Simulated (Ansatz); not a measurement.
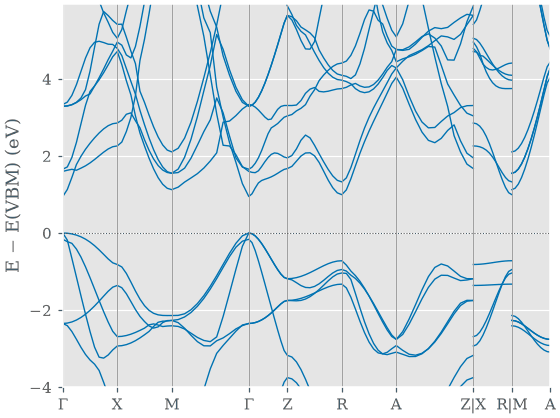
Figure: Band structure from r²SCAN (plane waves, PAW; program Ansatz)

Task: Read off the gap and where the band edges lie.

Result: About 0.9 eV (0.95 eV by a search for the band edges); maximum at Γ, minimum at Γ.

The material is AlInSb2 in space group P-4m2 (No. 115; Al on 1a, In on 1c, Sb on 2g).

The first step of the workflow began from a Materials Project structure, measured or hypothetical; the Crystallography Open Database copy checked does not list it. With Al and In taken as one species the cell has the higher symmetry F-43m, so it may be an ordered model of a mixed-site phase. Its standing as an ambient phase is unchecked. The cell was relaxed with r²SCAN under the symmetry of its start; whether a distortion lowers the energy is not shown. Spin–orbit coupling is left out wherever it is not named.

Potentials: the later of the program's two PAW sets.
